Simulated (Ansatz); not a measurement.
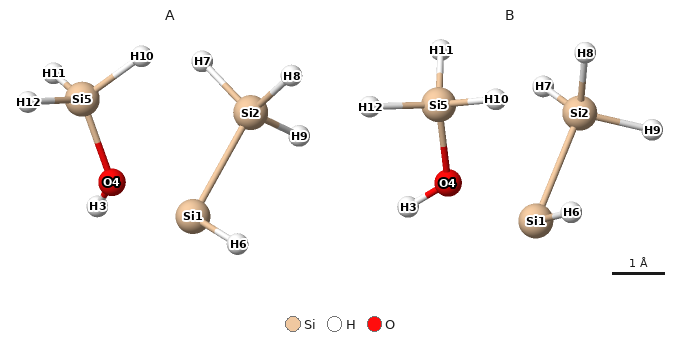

Two geometries of Si$_{3}$H$_{8}$O (started from a transition state, displaced along its imaginary mode), drawn at one scale. One is the start of a relaxation, the other its converged end. The picture is a ball-and-stick view, seen at a tilt.

Computed with RKS PBE0-D4/def2-TZVP in Ansatz 0.2.0. (force threshold 0.005 eV/Å; at most 200 steps)

Question: Which one is relaxed?

Answer: Structure B is the relaxed one. The largest moves after the best rigid fit, 1.08 Å, are those of H10 and H11. Largest moves by element: H 1.08 Å, O 0.35 Å, Si 0.35 Å. Near-neighbour distances that change, for instance: Si1–H3 1.946 → 2.530 Å, Si1–Si5 3.473 → 3.319 Å, H3–O4 0.852 → 0.960 Å, Si1–O4 2.099 → 2.019 Å. Among the angles between lasting bonds that change: Si2–Si1–H6 101.3° → 92.0°, O4–Si5–H12 108.9° → 105.5°, O4–Si5–H10 108.3° → 105.8°. Groups turn about O4–Si5 by about 65°. The energy falls by 21.6 kcal/mol in 25 accepted moves (28 points after the start). Largest force component: 7.7 eV/Å at the start, 0.0045 eV/Å at the end. The line search rejected the trial steps at points 5, 12, 17 of the run. Cost: 90 s on 4 threads of Arm Neoverse V2, on a shared host.
